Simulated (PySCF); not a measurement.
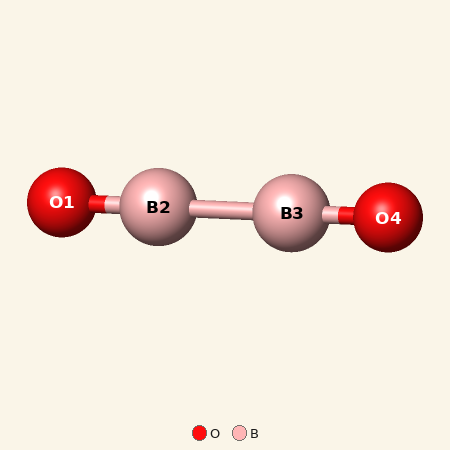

Computed geometry: PBE0-D3(BJ)/def2-SVP optimisation. No frequency run is at hand to confirm it as a minimum. Level of theory: B3LYP/pcJ-1 indirect spin-spin coupling, non-relativistic, gas phase (PySCF 2.14.0). Isotopes: 11B, 17O.

Give the spin–spin coupling constants of these pairs, with the number of bonds between them: O1/B2, B2/B3, B3/O4, O1/B3, B2/O4, O1/O4.

| pair | bonds apart | J (Hz) |
| --- | --- | --- |
| O1, B2 | 1 | −26.5 |
| B2, B3 | 1 | 221.3 |
| B3, O4 | 1 | −26.5 |
| O1, B3 | 2 | −3.9 |
| B2, O4 | 2 | −3.9 |
| O1, O4 | 3 | 5.8 |
